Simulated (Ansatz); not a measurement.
## How Al2Cu (Khatyrkite) absorbs and reflects light

Aim: the dielectric function of Al2Cu (Khatyrkite), and the optical constants that follow from it.

Program: Ansatz 0.2.0. Level of theory: DFT, PBE, plane-wave PAW, default files, scalar-relativistic, independent-particle optical response without local fields. Results are calculated unless marked as measured.

### Step 1. Starting point

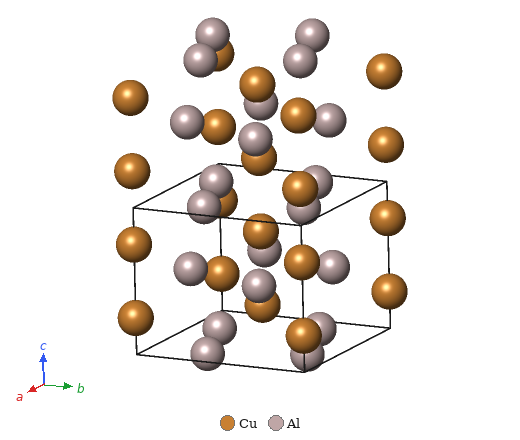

The starting structure, seen slightly off an axis (copper orange, aluminium light grey). 1×1×2 cells are drawn. This picture shows the conventional cell, with its axes. Some periodic images of atoms are drawn too.

### Step 2. Ground state and bands

First the ground state: is it a metal or has it a gap?

This step: DFT, PBE, plane-wave PAW, default files, scalar-relativistic, ground state (Ansatz 0.2.0).

Input file input.yaml:

```yaml
crystal:
  lattice:
    - [-3.0335, 3.0335, 2.4385]
    - [3.0335, -3.0335, 2.4385]
    - [3.0335, 3.0335, -2.4385]
  atoms:
    - { symbol: Cu, position: [0.25, 0.25, 0.0] }
    - { symbol: Cu, position: [0.75, 0.75, 0.0] }
    - { symbol: Al, position: [0.3419, 0.1581, 0.5] }
    - { symbol: Al, position: [0.8419, 0.3419, 0.1838] }
    - { symbol: Al, position: [0.6581, 0.8419, 0.5] }
    - { symbol: Al, position: [0.1581, 0.6581, 0.8162] }
kpoints:
  mp_grid: { grid: [6, 6, 6] }
  band_path:
    path:
      - [[0.0, 0.0, 0.0], [0.0, 0.0, 0.5], [-0.5, 0.5, 0.5], [0.0, 0.0, 0.0], [0.41154649, 0.41154649, -0.41154649], [0.25, 0.25, 0.25], [0.0, 0.5, 0.0], [-0.41154649, 0.58845351, 0.41154649], [-0.5, 0.5, 0.5]]
      - [[0.0, 0.0, 0.5], [0.25, 0.25, 0.25]]
    npoints: 6
scf:
  occupations: { method: fermi_dirac, width: 0.05 }
  n_extra_bands: 10
hamiltonian:
  xc: pbe
  pseudopotentials: { kind: paw }
output:
  forces: true
  stress: true
  populations: true
  write_bands: true
  write_density: true
  write_potential: true
  elf: true
  volumetric_format: npy
```

Launch:

```
$ ansatz run input.yaml --threads 4 --pin off --max-ram 8192MiB --backend cpu --events-out ev --progress --plain --runs-dir out
```

Numbers of over 12 decimals in the logs are rounded to 6 here.

The program printed:

```text
scf.n_extra_bands = 10 over 25 filled bands (N_el = 50.0): the run solves 35 bands
Engine: ansatz 0.2.0, x86_64-unknown-linux-gnu
Pseudopotentials: kind: paw
Pseudopotential: Cu, paw, valence charge 19, recommended cutoff 420 eV (normal), Cu.paw.azcp
Pseudopotential: Al, paw, valence charge 3, recommended cutoff 420 eV (normal), Al.paw.azcp
Functional definition: PBE
  parameter kappa = 0.804
  parameter beta = 0.066725
  exchange = pbe_x(kappa = kappa, mu = beta*pi^2/3)
  correlation = pbe_c(beta = beta)
Crystal: 6 atoms, lattice volume = 89.758 Å³
Basis set: ecut = 420 eV, 1729 PW (Γ), exchange–correlation on 72×72×72 points (8 copies of the dense FFT grid, shifted against one another)
Bands: 35, of which v1, the nominal top of the filled ones, is band 25 counted from 1 (24 counted from 0)
Symmetry: 16 space group operations
Space group: I4/mcm (ITA 140), of the structure as read, at distance tolerance 4.5e-5 Å
k-points: 30 of 216
Non-local potential: Cu, projectors of the file, l = 0: 3, l = 1: 2, l = 2: 3, l = 3: 1
Non-local potential: Al, projectors of the file, l = 0: 2, l = 1: 2, l = 2: 1
PAW form: soft (Blöchl's): semilocal exchange-correlation on the pseudo side does not see the compensation charge
PAW one-centre angular grid: Cu, 590 points (default); XC on 64 Gauss nodes
PAW one-centre angular grid: Al, 110 points (default); XC on 64 Gauss nodes
Initial density: superposition of atomic densities (neutral atoms: chi_scale 0, normalization atom), corrected by the library's trained network
Initial wavefunctions: pseudopotential atomic-orbital guess
Functional: x = pbe(κ = 0.804, μ = 0.219515), c = pbe(β = 0.066725)
SCF iter   1: F=—  HF=-15401.394792 eV  |F-HF|=—  |Δ(HF+E_count)|=         —  Δρ=4.93e-3  dr2=1.73e-2  ethr=1.77e-3  ⟨swp⟩=6.7  Hψ=4872  notcnv=0  defer=26
preconditioner: auto → Kerker (q_TF=auto, 2.475 Å⁻¹)  [metal: Δε(μ)=0.096 eV  Ē_g=8.561 eV  σ=0.050 eV  W_gap=0.39  n_scr=16 (ndim 8)  ℏωp=22.9 eV  f_vac=0.000  D(μ)=2.59/eV (n_scr^D=16)]
SCF iter   2: F=—  HF=-15401.393244 eV  |F-HF|=—  |Δ(HF+E_count)|=   1.55e-3  Δρ=1.01e-3  dr2=1.04e-3  ethr=3.47e-5  ⟨swp⟩=2.6  Hψ=1792  notcnv=0  defer=67
SCF iter   3: F=—  HF=-15401.393025 eV  |F-HF|=—  |Δ(HF+E_count)|=   2.19e-4  Δρ=8.41e-4  dr2=8.90e-4  ethr=2.08e-6  ⟨swp⟩=2.1  Hψ=1360  notcnv=0  defer=67
SCF iter   4: F=—  HF=-15401.392931 eV  |F-HF|=—  |Δ(HF+E_count)|=   9.43e-5  Δρ=1.39e-4  dr2=3.66e-5  ethr=1.78e-6  ⟨swp⟩=2.1  Hψ=1333  notcnv=0  defer=67
SCF iter   5: F=—  HF=-15401.392921 eV  |F-HF|=—  |Δ(HF+E_count)|=   9.31e-6  Δρ=1.08e-4  dr2=6.71e-6  ethr=7.32e-8  ⟨swp⟩=2.0  Hψ=1359  notcnv=0  defer=67
SCF iter   6: F=—  HF=-15401.392920 eV  |F-HF|=—  |Δ(HF+E_count)|=   1.28e-6  Δρ=1.04e-5  dr2=7.54e-8  ethr=2.00e-10  ⟨swp⟩=10.9  Hψ=7328  notcnv=0
SCF iter   7: F=-15401.392920 eV  HF=-15401.392920 eV  |F-HF|=4.19e-9  |Δ(HF+E_count)|=   3.27e-8  Δρ=2.92e-6  dr2=6.96e-9  ethr=1.51e-10  ⟨swp⟩=6.4  Hψ=4778  notcnv=0
SCF 1 converged in 7 iterations: F = -15401.392920 eV  dr2 = 6.96e-9
  greatest PAW one-centre occupation: 1.000 electrons in one spin orbital (limit 2), on the Cu atom at site 1 (counted from 0), in its partial waves of l = 0
NSCF: frozen V_eff on 56 k-points
SCF converged after 7 iterations
Free energy (F): -15401.392920 eV
Harris-Foulkes:  -15401.392920 eV  (|F-HF|=4.19e-9)
Internal energy: -15401.373455 eV  (E = F + TS)
E sigma→0 (E₀):  -15401.383187 eV
Entropy (-TS):   -0.019465 eV (-3.244 meV/atom)
Fermi energy:    10.218387 eV
--- Per-component energies (eV) ---
  E_band       = -932.786933
  E_kinetic    = 690.611489
  E_local      = -12447.782159  (includes V_loc(G=0)·N_el)
  E_nonlocal   = 809.365477
  E_hartree    = 5632.906955
  E_xc         = -339.896425
  E_vxc        = -349.525559  (∫ρ·V_xc dr)
  E_paw        = -5185.622293  (= ΣΔE_a)
  E_vpaw       = -901.262529  (= ΣTr[D̂ρ^β])
  E_aug_tail   = 0.000570  (compensation charges beyond the density's cutoff)
  E_ewald      = -4560.957069
  E_smearing   = -0.019465  (= −TS)
  E_closure    = -0.000000  (closes the sum)
  Σ components = -15401.392920   (vs F -15401.392920, Δ=0.00e0)
--- Forces (eV/Å), atoms counted from 1 ---
  atom   1  Cu     0.00000000     0.00000000     0.00000000
  atom   2  Cu     0.00000000     0.00000000     0.00000000
  atom   3  Al     0.01555614    -0.01555614     0.00000000
  atom   4  Al    -0.01555614    -0.01555614     0.00000000
  atom   5  Al    -0.01555614     0.01555614     0.00000000
  atom   6  Al     0.01555614     0.01555614     0.00000000
  max |Σ_I F_I| component: 1.73e-17 eV/Å
--- Stress (GPa, compression-positive) ---
       -1.145169       0.000000       0.000000
        0.000000      -1.145169      -0.000000
       -0.000000      -0.000000       1.240378
  P = ⅓ Tr σ = -0.3500 GPa (-3.500 kbar)
--- Band table (eV; the first three rows and the last of 30) ---
  k-point 0: bands = [... 21 lower, 8.3199, 8.9575, 9.1292, 9.1292, 9.4993, 9.9326, 10.3649, 11.7423, ... 6 higher]
  k-point 1: bands = [... 21 lower, 8.4868, 8.4934, 8.9109, 9.3463, 9.5671, 10.9971, 11.3754, 12.3601, ... 6 higher]
  k-point 2: bands = [... 21 lower, 7.8049, 8.3686, 9.0061, 9.3675, 9.5941, 11.8990, 11.9567, 13.1585, ... 6 higher]
  k-point 29: bands = [... 21 lower, 7.1522, 7.1522, 8.5392, 12.8292, 13.2429, 13.2429, 13.6354, 14.2925, ... 6 higher]
--- Löwdin populations: 6 sites ---
  site symbol       q [e]
     0     Cu     18.3621
     1     Cu     18.3621
     2     Al      3.2354
     3     Al      3.2354
     4     Al      3.2354
     5     Al      3.2354
  spilling = 0.006687 (of n_electrons = 50.000000)
```

Wall time 1.8 s (4 threads of AMD EPYC 9R14 (Zen 4), shared host); peak memory 0.52 GiB; 6.2 s of CPU time.

In the SCF lines HF is the Harris–Foulkes energy and dr2 the Hartree energy of the density residual, in eV; the loop may stop once dr2 is under the threshold and the program's other checks hold. Hψ counts applications of the Hamiltonian.

Read-outs, printed or worked out from the files:

| Property | Result |
| --- | --- |
| free energy | -15401.3929 eV |
| Fermi energy | 10.22 eV |
| electrons | 50 |
| symmetry operations | 16 |
| pressure | -0.3500 GPa |
| volume | 89.76 Å³ |
| gap on the path | 0 eV |

There are states at the Fermi level within the smearing, so the occupations stay smeared and the carriers get a Drude term. The cell is left with a pressure of -0.3 GPa and forces up to 0.02 eV/Å, as it stands unrelaxed at this level.

The electronic bands at the labelled points (eV, zero at the Fermi level; # counts the bands kept):

```tsv
point	#13	#14	#15	#16	#17	#18	#19	#20
Γ	-2.84	-1.90	-1.26	-1.09	-1.09	-0.72	-0.29	0.15
X	-2.73	-2.69	-1.36	-1.20	-0.90	-0.55	0.86	1.31
M	-3.20	-3.07	-3.07	-1.68	2.61	3.02	3.02	3.42
Γ	-2.84	-1.90	-1.26	-1.09	-1.09	-0.72	-0.29	0.15
Z	-3.17	-3.10	-3.10	-0.94	1.57	1.84	1.84	2.12
P	-3.60	-3.60	0.47	0.47	0.85	0.85	1.94	1.94
N	-2.96	-2.96	-2.47	-2.47	0.31	0.31	4.09	4.09
Z1	-3.17	-3.10	-3.10	-0.94	1.57	1.84	1.84	2.12
M	-3.20	-3.07	-3.07	-1.68	2.61	3.02	3.02	3.42
jump to X	-2.73	-2.69	-1.36	-1.20	-0.90	-0.55	0.86	1.31
P	-3.60	-3.60	0.47	0.47	0.85	0.85	1.94	1.94
```

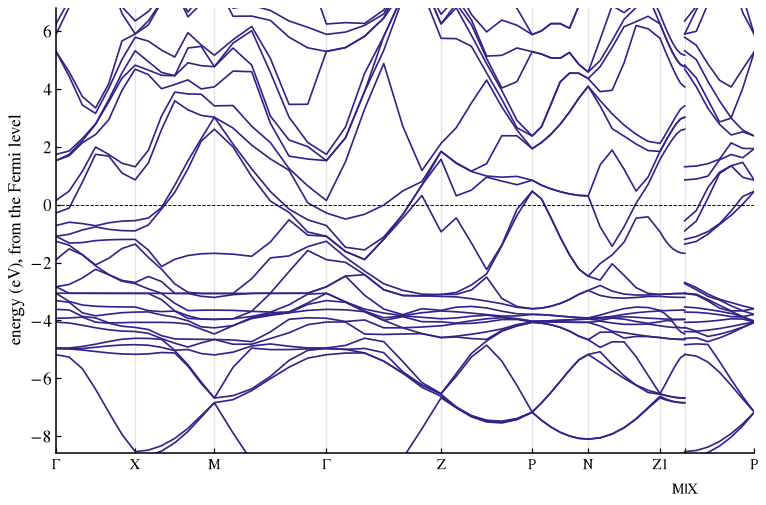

Electronic bands along the path.

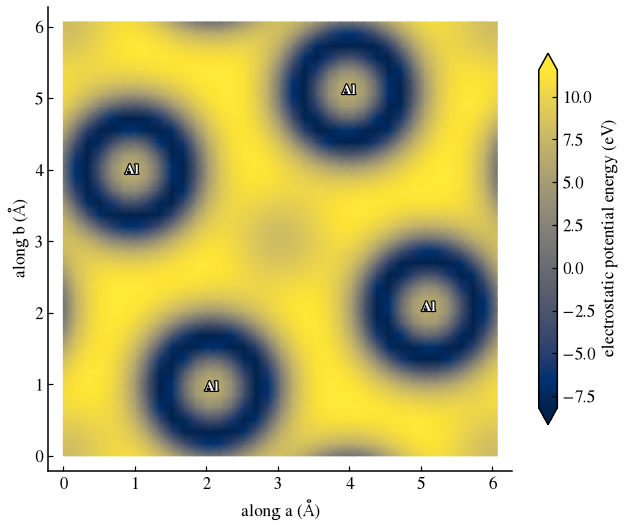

Electrostatic potential energy in the ab plane of the conventional cell at fractional z = 0.000, with atoms of Al within 0.2 Å of it. With pseudopotentials it is smooth inside the atoms' cores, unlike the true potential.

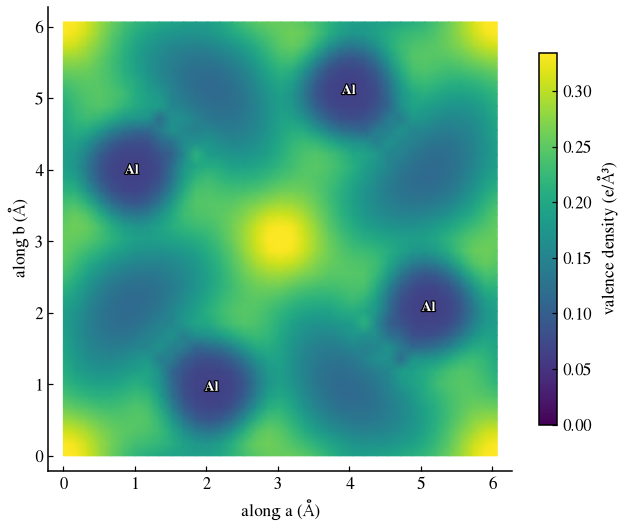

Valence density in the ab plane of the conventional cell at fractional z = 0.000, with atoms of Al within 0.2 Å of it. It is the smooth field of the valence electrons, not physical close to the nuclei.

### Step 3. Spectrum

With the density converged, the vertical transitions are summed over the zone.

This step: DFT, PBE, plane-wave PAW, default files, scalar-relativistic, independent-particle optical response without local fields (Ansatz 0.2.0).

input.yaml, the sections that differ from step 2:

```yaml
kpoints:
  mp_grid: { grid: [6, 6, 6] }
scf:
  occupations: { method: fermi_dirac, width: 0.05 }
output:
  optics:
    e_range: [0, 20]
    de: 0.05
    sigma: 0.15
    drude_damping: 0.03
    nscf_kmesh: { grid: [6, 6, 6] }
    bands: { spectra_wanted_up_to: 20 }
# crystal, hamiltonian: as in step 2
```

The program printed:

```text
[...]
Crystal: 6 atoms, lattice volume = 89.758 Å³
Basis set: ecut = 420 eV, 1729 PW (Γ)
Bands: 31, of which v1, the nominal top of the filled ones, is band 25 counted from 1 (24 counted from 0)
Symmetry: 16 space group operations
[...]
k-points: 30 of 216
[...]
SCF iter   1: F=—  HF=-15401.394406 eV  |F-HF|=—  |Δ(HF+E_count)|=         —  Δρ=5.19e-3  dr2=1.85e-2  ethr=1.77e-3  ⟨swp⟩=8.1  Hψ=4681  notcnv=0  defer=1
[...]
SCF iter   9: F=-15401.392978 eV  HF=-15401.392978 eV  |F-HF|=3.64e-12  |Δ(HF+E_count)|=  4.91e-11  Δρ=9.48e-8  dr2=6.59e-12  ethr=1.00e-12  ⟨swp⟩=4.5  Hψ=3033  notcnv=0
SCF 1 converged in 9 iterations: F = -15401.392978 eV  dr2 = 6.59e-12
[...]
NSCF: frozen V_eff on 30 k-points
output.optics: what the bands over the 80 summed would add to eps1, eps2 and the energy-loss function is held between a lower and an upper bound (8 Lanczos steps). eps1, eps2 and their loss function (loss_summed_bands) are given on every row as the summed bands alone make them. Along an axis, on a row where the two bounds hold the loss function to about 1 % of the greater of itself and 0.5 % of |1/eps|, its cell (loss_completed) is given, with the completed eps1 and eps2 that it is formed of (a cell that is left empty reads nan in the table and null in the record). The two bounds hold it so along every axis on all 400 rows up to 20.000 eV. [rest of the remark cut]
SCF converged after 9 iterations
Free energy (F): -15401.392978 eV
[...]
Internal energy: -15401.373514 eV  (E = F + TS)
E sigma→0 (E₀):  -15401.383246 eV
Entropy (-TS):   -0.019465 eV (-3.244 meV/atom)
Fermi energy:    10.218409 eV
[...]
--- Band table (eV; the first three rows and the last of 30) ---
  k-point 0: bands = [... 21 lower, 8.3199, 8.9575, 9.1292, 9.1292, 9.4993, 9.9327, 10.3649, 11.7423, ... 2 higher]
  k-point 1: bands = [... 21 lower, 8.4868, 8.4935, 8.9109, 9.3463, 9.5671, 10.9971, 11.3754, 12.3601, ... 2 higher]
  k-point 2: bands = [... 21 lower, 7.8049, 8.3687, 9.0061, 9.3676, 9.5941, 11.8990, 11.9567, 13.1586, ... 2 higher]
  k-point 29: bands = [... 21 lower, 7.1522, 7.1522, 8.5393, 12.8293, 13.2429, 13.2429, 13.6355, 14.2925, ... 2 higher]
```

It took 53 s on 4 threads; peak memory 1.5 GiB.

Read-outs, printed or worked out from the files:

```
main peak of the optical conductivity above 1 eV, first axis : 2.063 eV
centre of weight of the strongest loss peak in the window    : 16.40 eV
Drude plasma energy, first axis                              : 8.577 eV
bands summed                                                 : 80
spectra valid up to                                          : 29.54 eV
program's estimate of the k-sum error in Im epsilon          : 0.23 %
electrons in the f-sum                                       : 21.42
```

The Im ε has structure finer than the step of the table below, so its rows give means over 2 eV, whole bins alone (the curve runs from 0.3 to 20 eV). Peaks (eV: height): E ∥ x or y 2.0: 48.6; E ∥ z 1.6: 40.4.

The Im ε by photon energy; means over each step:

```tsv
photon energy (eV)	E ∥ x or y	E ∥ z
2	27.6	21.0
4	6.44	6.39
6	2.46	2.47
8	1.37	1.39
10	0.949	0.932
12	0.643	0.712
14	0.464	0.495
16	0.352	0.393
18	0.277	0.287
```

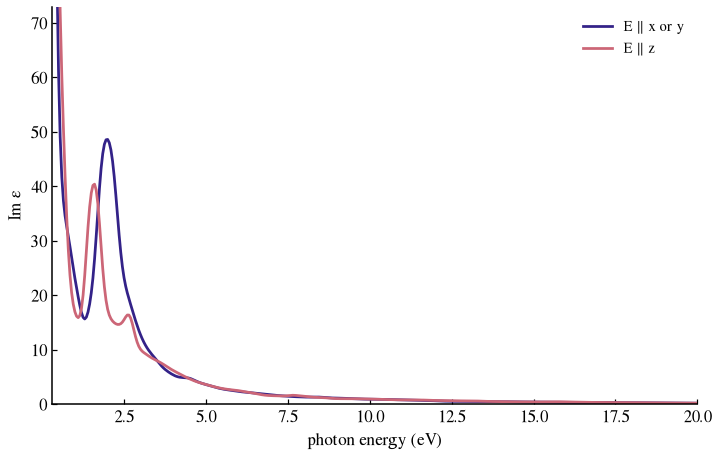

Im ε, plotted against photon energy. Below 1 eV the curve runs off the scale.

(Part 1 of 2 ends here.)

[Logs are printed without paths, hosts, clocks, repeated set-up lines and the standing remarks that a program may print on its own settings, such as how far it seeks lower states.]

[Hosts, paths, dates, database ids (printed as entryN), source tags and the programs' standing remarks are cut or masked in the printed files.]
